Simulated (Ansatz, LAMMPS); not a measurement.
# Site preference of Zn in place of Ga in Ga2O3 with crystalline order left by the classical run (95 atoms), part 3 of 3

Aim: make Zn in place of Ga at several sites of Ga2O3 with crystalline order left by the classical run (95 atoms), relax each, and compare their energies.

Ansatz 0.2.0; Kohn-Sham DFT, revPBE, PAW (set soft_1), plane waves.

The cell: 38 Ga and 57 O. The quench rate of 50 K/ps far exceeds what a furnace or splat quench reaches. The network of bonds at the start is that of the classical potential that made the cell. Sampling is at Γ alone, for a cell whose shortest periodic width is 10 Å.

So far. Step 3 (Relaxation): The relaxation converged after 17 steps, 3.53 eV below its start, with a largest force component of 0.024 eV/Å. Step 5 (Zn on a site of Ga, site Ga25): The relaxation converged after 9 steps, 0.464 eV below its start, with a largest force component of 0.046 eV/Å.

### 6. Zn on a site of Ga, site Ga16

The site has 6 bonded neighbours (O6) at 2.10 Å on average. 

The input, input.yaml:

```yaml
crystal:
  lattice:
    - [10.2635, 0.0, 0.0]
    - [0.0, 10.2635, 0.0]
    - [0.0, 0.0, 10.2635]
  atoms:
    [... atom lines 1 to 12 left out ...]
    - { symbol: Ga, position: [0.17729, 0.30761, 0.49675] }
    - { symbol: Ga, position: [0.2725, 0.84097, 0.32097] }
    - { symbol: Ga, position: [0.3347, 0.60236, 0.6119] }
    - { symbol: Zn, position: [0.48297, 0.18707, 0.6808], spin: 0.6 }
    - { symbol: Ga, position: [0.3779, 0.10864, 0.42026] }
    - { symbol: Ga, position: [0.69696, 0.46855, 0.1554] }
    - { symbol: Ga, position: [0.13412, 0.01276, 0.02642] }
    [... atom lines 20 to 95 left out ...]
magnetization:
  spin_polarized: true
kpoints:
  mp_grid: { grid: [1, 1, 1] }
hamiltonian:
  xc: revpbe
  pseudopotentials: { kind: paw, azcp: { folder: soft_1 } }
scf:
  occupations: { method: fermi_dirac, width: 0.025 }
  lower_state_search: "off"
output:
  forces: true
  eigenvalues: true
relax:
  f_tol: 0.05
  max_steps: 90
```

Run with:

```console
$ ansatz run input.yaml --threads 4 --pin off --max-ram 8192MiB --backend cpu --events-out ev --progress --plain --runs-dir out
```

Numbers of over 12 decimals in the logs are rounded to 6 here.

What it wrote:

```text
[...]
Crystal: 95 atoms, lattice volume = 1081.151 Å³
Basis set: ecut = 420 eV, 21247 PW (Γ), exchange–correlation on 144×144×144 points (8 copies of the dense FFT grid, shifted against one another)
Bands: 515, of which v1, the nominal top of the filled ones, is band 418 counted from 1 (417 counted from 0)
Symmetry: 1 space group operations
[...]
k-points: 1
[...]
Starting moments: Σ|m| = 4.2 μB on 7 of 95 sites
[...]
SCF iter   1: F=—  HF=-175896.840341 eV  |F-HF|=—  |Δ(HF+E_count)|=         —  Δρ=6.19e-2 (↑5.82e-2 ↓6.19e-2)  dr2=7.33e1  dr2_m=1.80e0  M=1.000 μB ∫|m|=1.682 μB  β_m=0.30  ethr=3.10e-3  ⟨swp⟩=5.0  Hψ=3267  notcnv=0  defer=97
[...]
SCF iter   3: F=—  HF=-175875.991164 eV  |F-HF|=—  |Δ(HF+E_count)|=    8.07e0  Δρ=2.19e-2 (↑1.58e-2 ↓2.19e-2)  dr2=1.04e1  dr2_m=7.97e-1  M=1.000 μB ∫|m|=1.527 μB  β_m=0.30  ethr=3.10e-3  ⟨swp⟩=2.0  Hψ=1756  notcnv=0  defer=180
[...]
SCF iter  10: F=—  HF=-175874.638493 eV  |F-HF|=—  |Δ(HF+E_count)|=   6.98e-3  Δρ=1.54e-3 (↑1.02e-3 ↓1.54e-3)  dr2=1.36e-2  dr2_m=1.40e-2  M=0.956 μB ∫|m|=1.135 μB  β_m=0.30  ethr=4.41e-6  ⟨swp⟩=2.0  Hψ=1294  notcnv=0  defer=180
[...]
SCF iter  12: F=—  HF=-175874.648675 eV  |F-HF|=—  |Δ(HF+E_count)|=   4.90e-3  Δρ=1.03e-3 (↑5.66e-4 ↓1.03e-3)  dr2=8.31e-3  dr2_m=5.35e-3  M=0.954 μB ∫|m|=1.112 μB  β_m=0.40  ethr=4.09e-7  ⟨swp⟩=2.0  Hψ=1621  notcnv=0  defer=180
[...]
SCF iter  19: F=-175874.652910 eV  HF=-175874.652912 eV  |F-HF|=1.93e-6  |Δ(HF+E_count)|=   4.10e-6  Δρ=1.89e-5 (↑9.38e-6 ↓1.89e-5)  dr2=8.72e-6  dr2_m=5.87e-7  M=0.951 μB ∫|m|=1.079 μB  β_m=0.53  ethr=1.84e-9  ⟨swp⟩=2.0  Hψ=3169  notcnv=0
SCF iter  20: F=-175874.652912 eV  HF=-175874.652915 eV  |F-HF|=3.65e-6  |Δ(HF+E_count)|=   3.56e-6  Δρ=1.56e-5 (↑4.96e-6 ↓1.56e-5)  dr2=5.57e-6  dr2_m=4.08e-7  M=0.950 μB ∫|m|=1.078 μB  ethr=1.04e-9  ⟨swp⟩=2.0  Hψ=3147  notcnv=0
SCF 1 converged in 20 iterations: F = -175874.652912 eV  dr2 = 5.57e-6
[...]
relax step   1: F+E_penalty+E_count = -175874.65291185 eV  Δ(F+E_penalty+E_count) = +0.000e0 eV  max|allowed force component| = 1.024e0 eV/Å  Δτ_max = 0.0000 Å  (20 SCF iters, dr2 threshold 6.25e-5 eV, accepted)
[...]
relax step   2: F+E_penalty+E_count = -175874.86494491 eV  Δ(F+E_penalty+E_count) = -2.120e-1 eV  max|allowed force component| = 6.031e-1 eV/Å  Δτ_max = 0.0494 Å  (12 SCF iters, dr2 threshold 6.56e-5 eV, accepted)
[...]
relax step   3: F+E_penalty+E_count = -175875.03586024 eV  Δ(F+E_penalty+E_count) = -1.709e-1 eV  max|allowed force component| = 2.401e-1 eV/Å  Δτ_max = 0.0913 Å  (16 SCF iters, dr2 threshold 2.27e-5 eV, accepted)
[...]
relax step   4: F+E_penalty+E_count = -175875.07715031 eV  Δ(F+E_penalty+E_count) = -4.129e-2 eV  max|allowed force component| = 9.738e-2 eV/Å  Δτ_max = 0.0562 Å  (17 SCF iters, dr2 threshold 9.14e-6 eV, accepted)
[...]
relax step   5: F+E_penalty+E_count = -175875.08619906 eV  Δ(F+E_penalty+E_count) = -9.049e-3 eV  max|allowed force component| = 5.865e-2 eV/Å  Δτ_max = 0.0149 Å  (18 SCF iters, accepted)
[...]
relax step   6: F+E_penalty+E_count = -175875.07180114 eV  Δ(F+E_penalty+E_count) = +1.440e-2 eV  max|allowed force component| = 1.381e-1 eV/Å  Δτ_max = 0.0735 Å  (19 SCF iters, rejected (line search))
[...]
relax step   7: F+E_penalty+E_count = -175875.09126572 eV  Δ(F+E_penalty+E_count) = -5.067e-3 eV  max|allowed force component| = 3.593e-2 eV/Å  Δτ_max = 0.0285 Å  (18 SCF iters, accepted)
SCF converged after 18 iterations
Magnetization: 0.9414 μB (417.9707 up, 417.0293 down)
Absolute magnetization: 1.0675 μB (∫|ρ↑−ρ↓|, with the PAW one-centre terms)
[...]
Per-site moments (μB) at R_I (Å): [(-4.8515690783953434e-6, 0.759476), (0.000218562, 0.792513), (-0.000220989, 0.795120), (-1.464946198223797e-5, 0.792344), (4.120751304066693e-5, 0.777076), [...]
Free energy (F): -175875.091266 eV
[...]
Internal energy: -175875.046775 eV  (E = F + TS)
E sigma→0 (E₀):  -175875.069020 eV
Entropy (-TS):   -0.044491 eV (-0.468 meV/atom)
Fermi energy:    7.218323 eV
[...]
Σ components = -175875.091266   (vs F -175875.091266, Δ=0.00e0)
--- Forces (eV/Å), atoms counted from 1 ---
  atom   1  Ga     0.00488053    -0.01449450    -0.00180332
  atom   2  Ga     0.00742530     0.01312118     0.00168399
  atom   3  Ga    -0.00230846    -0.00776375     0.01679839
  atom   4  Ga    -0.01211863     0.00215145     0.00499461
[...]
atom  95  O      0.00067471     0.00325660    -0.00601153
  max |Σ_I F_I| component: 2.40e-5 eV/Å
--- Band table (eV) ---
[...]
--- Relaxed structure (7 steps of the walk, 6 accepted, 0 SCFs on fresh bases) ---
  F+E_penalty+E_count = -175875.09126572 eV   max|allowed force component| = 3.593e-2 eV/Å
  atoms:
    - { symbol: Ga, position: [0.301454, 0.390490, 0.868049] }
    - { symbol: Ga, position: [0.533529, 0.785942, 0.134877] }
    - { symbol: Ga, position: [0.908680, 0.988245, 0.808119] }
    - { symbol: Ga, position: [0.967438, 0.252149, 0.767616] }
[...]
- { symbol: O, position: [0.262778, 0.141670, 0.079067] }
```

It took 8.3 min on 4 threads of Arm Neoverse V1, shared host; peak memory 3 GiB; 33 min of CPU time.

The relaxation converged after 7 steps, 0.438 eV below its start, with a largest force component of 0.036 eV/Å.

### 7. Zn on a site of Ga, site Ga37

The site has 5 bonded neighbours (O5) at 2.00 Å on average. 

input.yaml, the sections that differ from step 6:

```yaml
crystal:
  lattice:
    - [10.2635, 0.0, 0.0]
    - [0.0, 10.2635, 0.0]
    - [0.0, 0.0, 10.2635]
  atoms:
    [... atom lines 1 to 33 left out ...]
    - { symbol: Ga, position: [0.62845, 0.92265, 0.40684] }
    - { symbol: Ga, position: [0.40509, 0.09671, 0.96265] }
    - { symbol: Ga, position: [0.31507, 0.78627, 0.87245] }
    - { symbol: Zn, position: [0.5688, 0.62672, 0.40016], spin: 0.6 }
    - { symbol: Ga, position: [0.61099, 0.15896, 0.1866] }
    - { symbol: O, position: [0.9933, 0.66823, 0.45138] }
    - { symbol: O, position: [0.63476, 0.75981, 0.2963], spin: 0.6 }
    [... atom lines 41 to 95 left out ...]
# magnetization, kpoints, hamiltonian, scf, output, relax: as in step 6
```

What it wrote:

```text
[...]
Crystal: 95 atoms, lattice volume = 1081.151 Å³
Basis set: ecut = 420 eV, 21247 PW (Γ), exchange–correlation on 144×144×144 points (8 copies of the dense FFT grid, shifted against one another)
Bands: 515, of which v1, the nominal top of the filled ones, is band 418 counted from 1 (417 counted from 0)
Symmetry: 1 space group operations
[...]
k-points: 1
[...]
Starting moments: Σ|m| = 3.6 μB on 6 of 95 sites
[...]
SCF iter   1: F=—  HF=-175896.738997 eV  |F-HF|=—  |Δ(HF+E_count)|=         —  Δρ=6.08e-2 (↑5.80e-2 ↓6.08e-2)  dr2=7.14e1  dr2_m=1.34e0  M=1.000 μB ∫|m|=1.446 μB  β_m=0.30  ethr=3.10e-3  ⟨swp⟩=5.0  Hψ=3341  notcnv=0  defer=91
[...]
SCF iter   3: F=—  HF=-175874.861251 eV  |F-HF|=—  |Δ(HF+E_count)|=    9.07e0  Δρ=1.21e-2 (↑1.21e-2 ↓1.21e-2)  dr2=2.85e0  dr2_m=3.43e-1  M=0.996 μB ∫|m|=1.336 μB  β_m=0.30  ethr=3.10e-3  ⟨swp⟩=2.5  Hψ=1804  notcnv=0  defer=180
[...]
SCF iter   7: F=—  HF=-175874.575266 eV  |F-HF|=—  |Δ(HF+E_count)|=   8.36e-2  Δρ=2.08e-3 (↑1.68e-3 ↓2.08e-3)  dr2=1.42e-2  dr2_m=3.25e-2  M=0.993 μB ∫|m|=1.195 μB  β_m=0.30  ethr=1.02e-5  ⟨swp⟩=3.0  Hψ=1700  notcnv=0  defer=180
[...]
SCF iter   9: F=—  HF=-175874.608264 eV  |F-HF|=—  |Δ(HF+E_count)|=   2.08e-2  Δρ=1.35e-3 (↑3.78e-4 ↓1.35e-3)  dr2=2.66e-2  dr2_m=3.96e-3  M=0.989 μB ∫|m|=1.139 μB  β_m=0.51  ethr=7.66e-7  ⟨swp⟩=2.0  Hψ=1700  notcnv=0  defer=180
[...]
SCF iter  13: F=-175874.607893 eV  HF=-175874.607881 eV  |F-HF|=1.18e-5  |Δ(HF+E_count)|=   1.91e-5  Δρ=2.39e-5 (↑1.91e-5 ↓2.39e-5)  dr2=1.69e-5  dr2_m=1.03e-6  M=0.992 μB ∫|m|=1.126 μB  β_m=0.72  ethr=7.49e-9  ⟨swp⟩=9.0  Hψ=5364  notcnv=0
SCF iter  14: F=-175874.607898 eV  HF=-175874.607900 eV  |F-HF|=1.74e-6  |Δ(HF+E_count)|=   1.82e-5  Δρ=1.75e-5 (↑1.19e-5 ↓1.75e-5)  dr2=7.94e-6  dr2_m=3.85e-7  M=0.992 μB ∫|m|=1.126 μB  ethr=2.02e-9  ⟨swp⟩=3.0  Hψ=3317  notcnv=0
SCF 1 converged in 14 iterations: F = -175874.607898 eV  dr2 = 7.94e-6
[...]
relax step   1: F+E_penalty+E_count = -175874.60789792 eV  Δ(F+E_penalty+E_count) = +0.000e0 eV  max|allowed force component| = 9.614e-1 eV/Å  Δτ_max = 0.0000 Å  (14 SCF iters, dr2 threshold 6.25e-5 eV, accepted)
[... from here on, the SCF cycles and remarks between the steps are left out ...]
relax step   2: F+E_penalty+E_count = -175874.73877061 eV  Δ(F+E_penalty+E_count) = -1.309e-1 eV  max|allowed force component| = 6.331e-1 eV/Å  Δτ_max = 0.0436 Å  (8 SCF iters, dr2 threshold 5.78e-5 eV, accepted)
relax step   3: F+E_penalty+E_count = -175874.84332975 eV  Δ(F+E_penalty+E_count) = -1.046e-1 eV  max|allowed force component| = 2.033e-1 eV/Å  Δτ_max = 0.0845 Å  (10 SCF iters, dr2 threshold 2.50e-5 eV, accepted)
relax step   4: F+E_penalty+E_count = -175874.85859149 eV  Δ(F+E_penalty+E_count) = -1.526e-2 eV  max|allowed force component| = 1.308e-1 eV/Å  Δτ_max = 0.0348 Å  (9 SCF iters, dr2 threshold 4.26e-6 eV, accepted)
relax step   5: F+E_penalty+E_count = -175874.83785297 eV  Δ(F+E_penalty+E_count) = +2.074e-2 eV  max|allowed force component| = 6.144e-1 eV/Å  Δτ_max = 0.0803 Å  (15 SCF iters, rejected (line search))
relax step   6: F+E_penalty+E_count = -175874.86745805 eV  Δ(F+E_penalty+E_count) = -8.867e-3 eV  max|allowed force component| = 5.362e-2 eV/Å  Δτ_max = 0.0392 Å  (13 SCF iters, accepted)
relax step   7: F+E_penalty+E_count = -175874.86771400 eV  Δ(F+E_penalty+E_count) = -2.559e-4 eV  max|allowed force component| = 9.158e-2 eV/Å  Δτ_max = 0.0450 Å  (14 SCF iters, accepted)
relax step   8: F+E_penalty+E_count = -175874.87187580 eV  Δ(F+E_penalty+E_count) = -4.162e-3 eV  max|allowed force component| = 4.292e-2 eV/Å  Δτ_max = 0.0284 Å  (13 SCF iters, accepted)
SCF converged after 13 iterations
Magnetization: 0.9803 μB (417.9901 up, 417.0099 down)
Absolute magnetization: 1.1266 μB (∫|ρ↑−ρ↓|, with the PAW one-centre terms)
[...]
Per-site moments (μB) at R_I (Å): [(2.1717509598679067e-5, 0.766718), (0.000481694, 0.791241), (-4.348964592724253e-5, 0.796496), (4.389608126891344e-5, 0.792664), (4.577110620227518e-5, 0.777922), [...]
Free energy (F): -175874.871876 eV
[...]
Internal energy: -175874.864216 eV  (E = F + TS)
E sigma→0 (E₀):  -175874.868046 eV
Entropy (-TS):   -0.007659 eV (-0.081 meV/atom)
Fermi energy:    7.325092 eV
[...]
Σ components = -175874.871876   (vs F -175874.871876, Δ=0.00e0)
--- Forces (eV/Å), atoms counted from 1 ---
  atom   1  Ga    -0.01601706     0.01052320     0.00356896
  atom   2  Ga    -0.00247903     0.00339038     0.00359378
  atom   3  Ga     0.00740679    -0.00813181     0.02121171
  atom   4  Ga    -0.00980968    -0.00479512     0.00295863
[...]
atom  95  O      0.00448113     0.00533309    -0.00145305
  max |Σ_I F_I| component: 1.96e-5 eV/Å
--- Band table (eV) ---
[...]
--- Relaxed structure (8 steps of the walk, 7 accepted, 0 SCFs on fresh bases) ---
  F+E_penalty+E_count = -175874.87187580 eV   max|allowed force component| = 4.292e-2 eV/Å
  atoms:
    - { symbol: Ga, position: [0.303139, 0.391961, 0.870120] }
    - { symbol: Ga, position: [0.537627, 0.788536, 0.134535] }
    - { symbol: Ga, position: [0.909213, 0.986722, 0.807252] }
    - { symbol: Ga, position: [0.966478, 0.250851, 0.767450] }
[...]
- { symbol: O, position: [0.262456, 0.143714, 0.077221] }
```

Run time: 8.3 min. Hardware: 4 threads; peak memory 3 GiB; 33 min of CPU time.

The relaxation converged after 8 steps, 0.264 eV below its start, with a largest force component of 0.043 eV/Å.

A closer look about the Zn atom, after relaxation: 13 atoms, nearest first, numbered in the order of the input, with positions taken from that point.

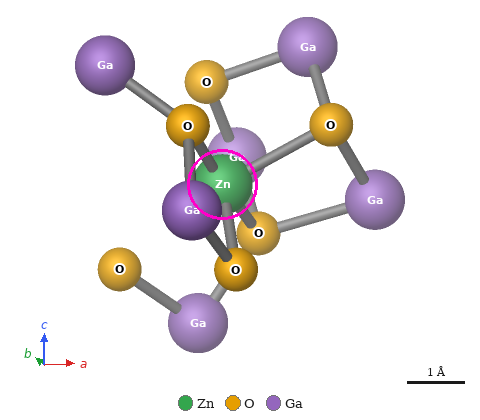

The atoms of the table, within 3.2 Å (arrows a, b, c point along x, y, z); some may hide others; the central atom is ringed.

| atom | x | y | z | distance (Å) | bonds | moment (μB) |
| --- | --- | --- | --- | --- | --- | --- |
| Zn37 | 0.00 | 0.00 | 0.00 | 0.00 | 3 | 0.08 |
| O62 | -0.84 | -1.17 | 1.22 | 1.89 | 3 | 0.07 |
| O40 | 0.89 | 1.30 | -1.07 | 1.90 | 4 | 0.08 |
| O43 | -0.04 | -1.58 | -1.33 | 2.07 | 3 | 0.03 |
| O60 | 1.91 | -0.34 | 1.07 | 2.22 | 3 | 0.16 |
| O41 | 0.03 | 1.75 | 1.62 | 2.39 | 3 | 0.02 |
| O73 | -1.71 | 0.85 | -1.60 | 2.49 | 3 | 0.06 |
| Ga7 | -1.03 | -2.61 | -0.12 | 2.81 | 5 | 0.00 |
| Ga26 | 2.89 | 0.70 | -0.43 | 3.01 | 6 | 0.00 |
| Ga34 | 0.79 | 2.94 | 0.10 | 3.05 | 6 | 0.00 |
| Ga27 | 1.76 | 1.16 | 2.29 | 3.11 | 5 | 0.00 |
| Ga2 | -0.16 | 1.56 | -2.69 | 3.11 | 5 | 0.00 |
| Ga15 | -2.20 | -0.40 | 2.24 | 3.17 | 5 | 0.00 |

The column of bonds counts only the pairs O-Ga within 2.43 Å, O-Zn within 2.20 Å; other neighbours, such as metal atoms beside each other in a compound, aren't counted, and periodic images can show an atom twice.

The largest move is 0.19 Å, by Zn37.

### 8. Zn on a site of Ga, site Ga33

The site has 4 bonded neighbours (O4) at 1.92 Å on average. 

Input and log are left out; they have the form of those shown for this kind of step.

It took 12 min on 4 threads of Arm Neoverse V1, shared host; peak memory 3 GiB; 47 min of CPU time.

The relaxation converged after 9 steps, 0.475 eV below its start, with a largest force component of 0.036 eV/Å.

A closer look about the Zn atom, after relaxation: 10 atoms, nearest first, numbered in the order of the input, with positions taken from that point.

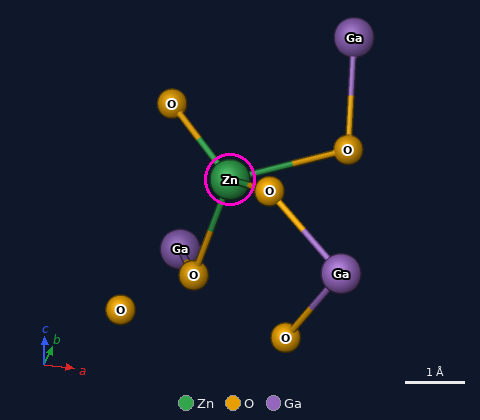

The atoms of the table, within 3.4 Å (arrows a, b, c point along x, y, z); some may hide others; the central atom is ringed.

| atom | x | y | z | distance (Å) | bonds | moment (μB) |
| --- | --- | --- | --- | --- | --- | --- |
| Zn33 | 0.00 | 0.00 | 0.00 | 0.00 | 4 | 0.01 |
| O78 | -1.36 | 1.24 | 0.57 | 1.93 | 3 | 0.01 |
| O49 | 1.05 | -1.43 | 0.77 | 1.93 | 3 | 0.21 |
| O53 | -0.61 | 0.08 | -2.06 | 2.15 | 4 | 0.01 |
| O84 | 1.77 | 1.22 | 0.20 | 2.16 | 4 | 0.01 |
| O76 | 1.49 | -1.77 | -1.88 | 2.98 | 3 | 0.22 |
| O90 | -1.24 | -2.57 | -1.34 | 3.15 | 3 | 0.01 |
| Ga14 | 2.53 | -2.19 | -0.19 | 3.35 | 5 | 0.00 |
| Ga25 | -1.27 | 1.74 | -2.61 | 3.38 | 4 | 0.00 |
| Ga13 | 1.49 | 2.58 | 1.60 | 3.39 | 6 | 0.00 |

The column of bonds counts only the pairs O-Ga within 2.43 Å, O-Zn within 2.20 Å; other neighbours, such as metal atoms beside each other in a compound, aren't counted, and periodic images can show an atom twice.

The largest move is 0.17 Å, by O53.

### 9. Zn on a site of Ga, site Ga11

The site has 6 bonded neighbours (O6) at 2.03 Å on average. 

Input and log are left out; they have the form of those shown for this kind of step.

It took 11 min on 4 threads of Arm Neoverse V1, shared host; peak memory 3 GiB; 44 min of CPU time.

The relaxation converged after 10 steps, 0.231 eV below its start, with a largest force component of 0.032 eV/Å.

### 10. The sites compared

All these cells hold the same atoms, so their energies can be compared with no chemical potential.

| site | neighbours | mean distance (Å) | atoms within 6 Å | energy over the best site (eV) | before relaxation (eV) | gain on relaxing (eV) | moment (μB) |
| --- | --- | --- | --- | --- | --- | --- | --- |
| Ga25 | O4 | 1.90 | 75 | 0.00 | 0.00 | 0.46 | 1.0 |
| Ga33 | O4 | 1.92 | 77 | 0.00 | 0.01 | 0.48 | 1.0 |
| Ga16 | O6 | 2.10 | 73 | 0.06 | 0.03 | 0.44 | 0.9 |
| Ga37 | O5 | 2.00 | 78 | 0.28 | 0.08 | 0.26 | 1.0 |
| Ga11 | O6 | 2.03 | 75 | 0.56 | 0.32 | 0.23 | 1.0 |

Neighbours are those of the relaxed host within 2.50 Å (O-Ga); other pairs aren't counted.

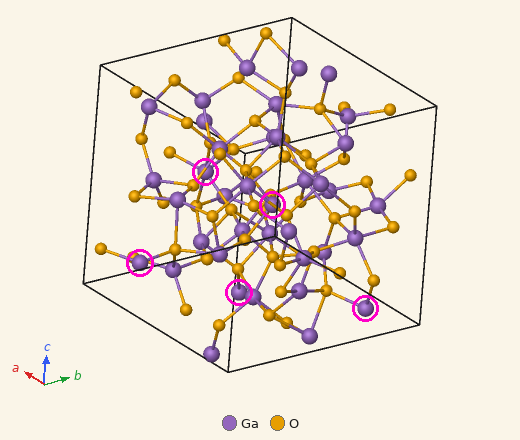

The relaxed cell with the tried sites ringed. Bonds to atoms that aren't drawn are left out. Some periodic images of atoms are drawn too.

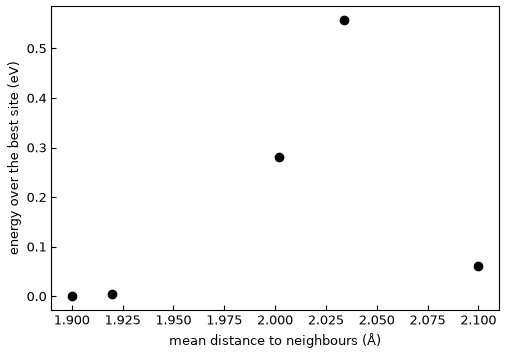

Site energy against the site's surroundings.

### 11. What came out

The cheapest site is Ga25 (4 neighbours, O4); the dearest, Ga11 (6 neighbours, O6), costs 0.56 eV more. Ga33 lies within 0.02 eV of the cheapest, a tie at this tolerance. By coordination the energies over the best site are 0.00 eV with 4 neighbours, 0.28 eV with 5 neighbours and 0.06 to 0.56 eV with 6 neighbours. Relaxation gains 0.23 to 0.48 eV and leaves the best site the same.

**Limits.** Defects are neutral and interact with their images. The reference ran with fixed occupations, but 5 of the 5 defect cells with fermi-dirac smearing of 0.025 eV, spin polarised. In a disordered cell the relaxation can also rearrange atoms far from the site. In the spin-polarised runs the search for a state of lower energy was switched off. Only 5 of the 38 Ga sites were tried, so a cheaper one may exist. A local or semilocal functional tends to spread out the unpaired spin of such defects. The stress is far from hydrostatic: its diagonal is 0.0, 2.5, -1.1 GPa, compression counted positive.

The DFT runs together took 55 min of wall time.

[Logs are printed without paths, hosts, clocks, repeated set-up lines and the standing remarks that a program may print on its own settings, such as how far it seeks lower states.]

[Hosts, paths, dates, database ids (printed as entryN), source tags and the programs' standing remarks are cut or masked in the printed files.]
